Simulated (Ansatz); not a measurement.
```
Sr Re
1.0
     2.97122    0.00000    0.00000
    -1.48561    2.57315    0.00000
     0.00000    0.00000    5.51160
Sr Re
1 1
Direct
  0.33333 0.66667 0.50000
  0.00000 0.00000 0.00000
```

Space group P-6m2; a structure generated by program, which may or may not match a known phase; computed without spin polarisation.

All numbers below come from DFT PBE, scalar-relativistic, plane waves, PAW (Ansatz).

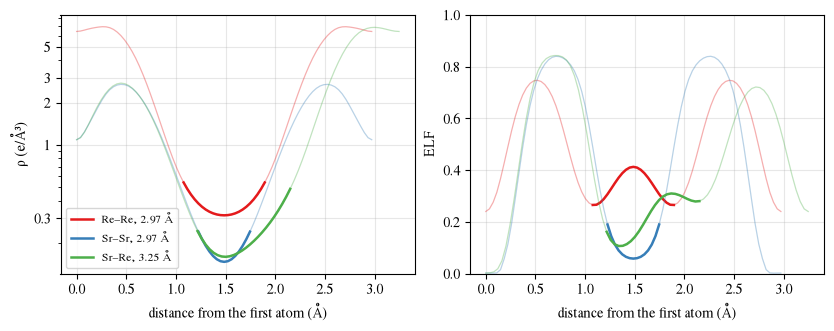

SrRe. Valence electron density and electron localisation function along straight lines between neighbouring atoms. Thin, pale parts lie inside the atomic spheres.

Core electrons are frozen (PAW), and the valence fields are smoothed inside the atomic spheres.

**What can be read from the curves?**

Re–Re (2.97 Å): ρ is about 0.31 e/Å³ halfway; the ELF is about 0.40 at the midpoint.
Sr–Sr (2.97 Å): ρ at the midpoint is about 0.15 e/Å³; the ELF is about 0.05 at the midpoint (no shared electron pair shows on this line).
Sr–Re (3.25 Å): ρ is about 0.17 e/Å³ halfway; the ELF is about 0.20 at the midpoint (no shared electron pair shows on this line).
